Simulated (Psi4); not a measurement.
# C2F3 (SMILES F[C]=C(F)F) at U-wB97X-V/aug-cc-pVDZ

Aim: the vertical ionisation energy of C2F3 at U-wB97X-V/aug-cc-pVDZ, from 2 runs. Input form: a Python script.

The calculation is run with Psi4 1.11.

### Step 1. The system as given

C2F3: 5 atoms, total charge 0, spin state doublet. As SMILES, `F[C]=C(F)F`. The coordinates come from a PBE0-D4/def2-TZVP relaxation.

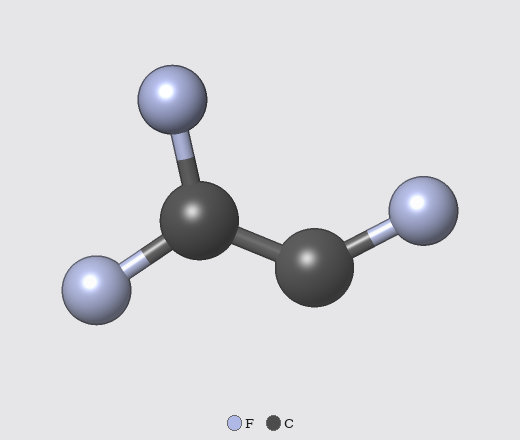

The structure, seen from a chosen angle (fluorine light blue, carbon dark grey).

### Step 2. The energy at U-wB97X-V/aug-cc-pVDZ

Input file calc.py:

```python
import psi4

psi4.set_memory(2200000000)
psi4.set_num_threads(1)
psi4.core.set_output_file('output.dat', False)

molecule = psi4.geometry("""
0 2
F      1.09173258    -1.95297526     2.85552735
C      0.95797776     0.07339696     1.48479561
C     -0.23905035     0.46838752    -0.64855401
F     -1.60365938    -1.22921015    -1.85319772
F     -0.20700060     2.64040093    -1.83855234
units bohr
symmetry c1
no_reorient
no_com
""")

options = {'basis': 'aug-cc-pVDZ', 'reference': 'uks', 'puream': True, 'e_convergence': 1e-09, 'd_convergence': 1e-08, 'scf_type': 'pk', 'dft_radial_points': 99, 'dft_spherical_points': 590, 'maxiter': 100}
psi4.set_options(options)

E = psi4.energy('wb97x-v')
print(f'total energy {E:.8f} hartree = {E * 27.211386:.5f} eV')
for k, v in sorted(psi4.core.scalar_variables().items()):
    print(f'{k:45s} {v:18.10f}')
```

On the command line:

```console
$ python calc.py
```

output.dat:

```text
[...]
  Running in c1 symmetry.
[...]
  Nuclear repulsion =  163.403943947903571
[...]
  Multiplicity = 2
[...]
  Nalpha       = 20
  Nbeta        = 19
[...]
    Number of basis functions: 115
[...]
   @UKS iter   1:  -375.46663346611126   -4.14420e-01   2.95674e-03 DIIS/ADIIS
[...]
   @UKS iter  16:  -375.51979989772218   -1.87583e-12   5.61052e-09 DIIS
[...]
   @S^2 Observed:                7.611905067E-01
[...]
    Orbital Energies [Eh]
    ---------------------
    Alpha Occupied:
       1A    -24.868400     2A    -24.848503     3A    -24.846254
       4A    -10.478085     5A    -10.417567     6A     -1.452135
       7A     -1.437400     8A     -1.390263     9A     -0.947806
      10A     -0.790689    11A     -0.738100    12A     -0.723689
      13A     -0.674914    14A     -0.643279    15A     -0.633287
      16A     -0.594557    17A     -0.583120    18A     -0.564197
      19A     -0.418959    20A     -0.381287
    Alpha Virtual:
      21A      0.060111    22A      0.070532    23A      0.086802
      24A      0.092253    25A      0.105277    26A      0.123590
[...]
  @UKS Final Energy:  -375.51979989772218
   => Energetics <=
    Nuclear Repulsion Energy =            163.4039439479035707
    One-Electron Energy =                -843.1974298069028464
    Two-Electron Energy =                 334.3208933259282389
    DFT Exchange-Correlation Energy =     -30.2079161750293110
    Empirical Dispersion Energy =           0.0000000000000000
    VV10 Nonlocal Energy =                  0.1607088103781307
    Total Energy =                       -375.5197998977221800
[...]
 Multipole Moments:
 ------------------------------------------------------------------------------------
     Multipole            Electronic (a.u.)      Nuclear  (a.u.)        Total (a.u.)
 ------------------------------------------------------------------------------------
 L = 1.  Multiply by 2.5417464519 to convert [e a0] to [Debye]
 Dipole X            :          2.2343480           -2.1567821            0.0775658
 Dipole Y            :          1.6128447           -1.6253534           -0.0125087
 Dipole Z            :          2.6392904           -2.5085548            0.1307356
 Magnitude           :                                                    0.1525278
[...]
```

On the terminal:

```text
total energy -375.51979990 hartree = -10218.41423 eV
CURRENT ENERGY                                   -375.5197998977
CURRENT REFERENCE ENERGY                         -375.5197998977
DD SOLVATION ENERGY                                 0.0000000000
DFT FUNCTIONAL TOTAL ENERGY                      -375.5197998977
DFT TOTAL ENERGY                                 -375.5197998977
DFT VV10 ENERGY                                     0.1607088104
DFT XC ENERGY                                     -30.2079161750
GRID ELECTRONS ALPHA                               20.0000000173
GRID ELECTRONS BETA                                19.0000000261
GRID ELECTRONS TOTAL                               39.0000000434
NUCLEAR REPULSION ENERGY                          163.4039439479
ONE-ELECTRON ENERGY                              -843.1974298069
PCM POLARIZATION ENERGY                             0.0000000000
PE ENERGY                                           0.0000000000
SCF ITERATION ENERGY                             -375.5197998977
SCF ITERATIONS                                     16.0000000000
SCF TOTAL ENERGY                                 -375.5197998977
TWO-ELECTRON ENERGY                               334.3208933259
XC GRID RADIAL POINTS                              99.0000000000
XC GRID SPHERICAL POINTS                          590.0000000000
XC GRID TOTAL POINTS                           284361.0000000000
```

It took 81 s on 1 thread of Intel Xeon 6975P-C (Granite Rapids), shared host; peak memory 0.95 GiB.

### Step 3. The singlet cation

Input file run.py:

```python
import psi4

psi4.set_memory('2200 MB')
psi4.set_num_threads(1)
psi4.set_output_file('psi4.out', False)

molecule = psi4.geometry("""
1 1
F      0.577720    -1.033470     1.511080
C      0.506940     0.038840     0.785720
C     -0.126500     0.247860    -0.343200
F     -0.848620    -0.650470    -0.980670
F     -0.109540     1.397240    -0.972920
units angstrom
symmetry c1
no_reorient
no_com
""")

psi4.set_options({
    'basis': 'aug-cc-pVDZ',
    'reference': 'rks',
    'puream': True,
    'e_convergence': 1e-09,
    'd_convergence': 1e-08,
    'scf_type': 'pk',
    'dft_radial_points': 99,
    'dft_spherical_points': 590,
})

e_tot, wfn = psi4.energy("wb97x-v", molecule=molecule, return_wfn=True)
print(f'wb97x-v energy: {e_tot:.10f} Eh')
for k, v in sorted(psi4.core.scalar_variables().items()):
    print(f'{k:45s} {v:18.10f}')
```

On the command line:

```console
$ python run.py
```

psi4.out:

```text
[...]
  Running in c1 symmetry.
[...]
  Nuclear repulsion =  163.403943792540275
[...]
  Multiplicity = 1
[...]
  Nalpha       = 19
  Nbeta        = 19
[...]
    Number of basis functions: 115
[...]
   @RKS iter   1:  -375.01965585482890    3.25579e-02   3.28005e-03 ADIIS/DIIS
[...]
   @RKS iter  39:  -375.08943636397026   -4.49063e-12   1.81548e-09 DIIS
[...]
    Orbital Energies [Eh]
    ---------------------
    Doubly Occupied:
       1A    -25.215023     2A    -25.125596     3A    -25.103571
       4A    -10.808783     5A    -10.806823     6A     -1.760585
       7A     -1.712782     8A     -1.649393     9A     -1.260360
      10A     -1.076974    11A     -1.023153    12A     -0.987215
      13A     -0.965729    14A     -0.935098    15A     -0.916905
      16A     -0.850156    17A     -0.833401    18A     -0.814502
      19A     -0.685243
[...]
  @RKS Final Energy:  -375.08943636397026
   => Energetics <=
    Nuclear Repulsion Energy =            163.4039437925402751
    One-Electron Energy =                -831.7201696941663158
    Two-Electron Energy =                 323.0261862140017115
    DFT Exchange-Correlation Energy =     -29.9573794696649003
    Empirical Dispersion Energy =           0.0000000000000000
    VV10 Nonlocal Energy =                  0.1579827933188954
    Total Energy =                       -375.0894363639702647
[...]
 Multipole Moments:
 ------------------------------------------------------------------------------------
     Multipole            Electronic (a.u.)      Nuclear  (a.u.)        Total (a.u.)
 ------------------------------------------------------------------------------------
 L = 1.  Multiply by 2.5417464519 to convert [e a0] to [Debye]
 Dipole X            :          2.8084621           -2.1567822            0.6516799
 Dipole Y            :          1.6666003           -1.6253534            0.0412468
 Dipole Z            :          3.4739782           -2.5085547            0.9654234
 Magnitude           :                                                    1.1655172
[...]
```

Standard output:

```text
wb97x-v energy: -375.0894363640 Eh
CURRENT ENERGY                                   -375.0894363640
CURRENT REFERENCE ENERGY                         -375.0894363640
DD SOLVATION ENERGY                                 0.0000000000
DFT FUNCTIONAL TOTAL ENERGY                      -375.0894363640
DFT TOTAL ENERGY                                 -375.0894363640
DFT VV10 ENERGY                                     0.1579827933
DFT XC ENERGY                                     -29.9573794697
GRID ELECTRONS ALPHA                               19.0000000271
GRID ELECTRONS BETA                                19.0000000271
GRID ELECTRONS TOTAL                               38.0000000542
NUCLEAR REPULSION ENERGY                          163.4039437925
ONE-ELECTRON ENERGY                              -831.7201696942
PCM POLARIZATION ENERGY                             0.0000000000
PE ENERGY                                           0.0000000000
SCF ITERATION ENERGY                             -375.0894363640
SCF ITERATIONS                                     39.0000000000
SCF TOTAL ENERGY                                 -375.0894363640
TWO-ELECTRON ENERGY                               323.0261862140
XC GRID RADIAL POINTS                              99.0000000000
XC GRID SPHERICAL POINTS                          590.0000000000
XC GRID TOTAL POINTS                           284364.0000000000
```

It took 2.8 min on 1 thread of Intel Xeon 6975P-C (Granite Rapids), shared host; peak memory 0.95 GiB.

### Step 4. What came out

At U-wB97X-V/aug-cc-pVDZ:

| quantity | value |
| --- | --- |
| doublet C2F3: total energy | -375.51980 Eh |
| doublet C2F3: dipole moment | 0.39 D |
| doublet C2F3: HOMO energy (highest over α and β) | -10.05 eV |
| doublet C2F3: LUMO energy (lowest over α and β) | -1.48 eV |
| doublet C2F3: ⟨S²⟩ | 0.761 |
| singlet cation: total energy | -375.08944 Eh |
| singlet cation: HOMO energy | -18.65 eV |
| singlet cation: LUMO energy | -11.85 eV |
| singlet cation: HOMO–LUMO gap | 6.79 eV |
| vertical ionisation energy (to the singlet cation) | 11.711 eV |

Removing an electron at fixed nuclei costs 11.71 eV (270 kcal/mol). Only the singlet of the ionised species was computed; a triplet could lie lower.
